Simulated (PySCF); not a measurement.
# [EuH4]−: how tightly the ligands are held

What does it cost to pull a ligand from [EuH4]−? The structure is generated, not taken from experiment.

Method: PBE0, Eu lcecp-1-SVP with ECP52, H def2-SVP; scalar-relativistic core potentials, no spin–orbit coupling; program: PySCF 2.14.0.

1 further run of the same task is left out (for a known fault of the program).

## 1. Starting geometry

5 atoms, charge -1, spin multiplicity 1.

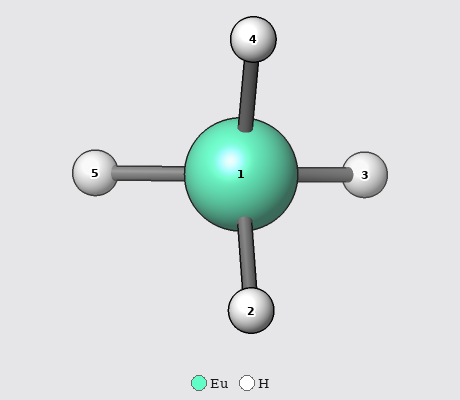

The structure; europium green, hydrogen white; atoms are numbered from 1 in the order of the file.

Coordinates:

```xyz
5
EuH4
Eu    0.0000    0.0000    0.0000
H     1.2271    1.2271    1.2271
H    -1.2271   -1.2271    1.2271
H     1.2271   -1.2271   -1.2271
H    -1.2271    1.2271   -1.2271
```

Formal oxidation states: Eu +3. Each metal's 6 4f electrons lie in its core potential, so multiplicities, spins and levels count the valence alone. An earlier session relaxed this geometry at PBE0, Eu lcecp-1-SVP with ECP52, H def2-SVP (singlet, point group Td).

## 2. H taken off

The ligand (atom 2) keeps its formal charge and a closed shell where it can; ligand and rest are solved at the complex's geometry, in vacuum, with the settings of the relaxation.

```tsv
part	charge	state	energy (Eh)
complex	-1	singlet	-37.653639
ligand	-1	singlet	-0.480007
rest	0	singlet	-36.999924
```

Wall time 0.4 s (2 threads of Intel Xeon Platinum 8488C (Sapphire Rapids), shared host).

## 3. Rigid scan of H

Atom 2 moves along the line from atom 1; the distance is to the donor, the donors' midpoint or the ring centre. Each point starts from the density of the one before.

```tsv
distance (Å)	energy from the relaxed point (eV)
1.83	0.360
1.93	0.142
2.03	0.032
2.13	0.000
2.23	0.026
2.33	0.093
2.53	0.303
2.83	0.703
3.23	1.248
3.73	1.843
```

Wall time 3.4 s (2 threads of Intel Xeon Platinum 8488C (Sapphire Rapids), shared host).

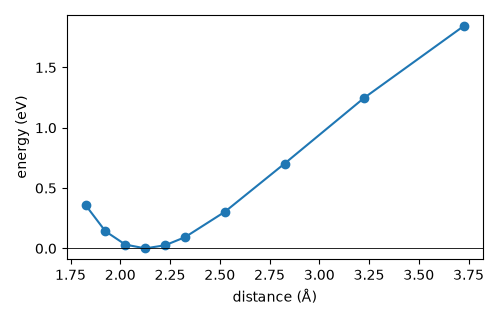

Energy along the rigid scan of H.

## 4. Summary of results

| quantity | value |
| --- | --- |
| taking off H | 4.73 eV |
| stiffness of the H contact | 5.7 eV/Å² |

**Reading.** Taking off H as a fragment of charge -1 costs 4.73 eV. Near 2.13 Å the H contact has a stiffness of about 5.7 eV/Å², and the energy stands 1.84 eV higher at 3.73 Å. The free anion is solved without diffuse functions, no counterpoise correction is made, and the parts aren't relaxed; each of these makes the binding look larger. The bases are small and lack diffuse functions. Spin–orbit coupling is left out.
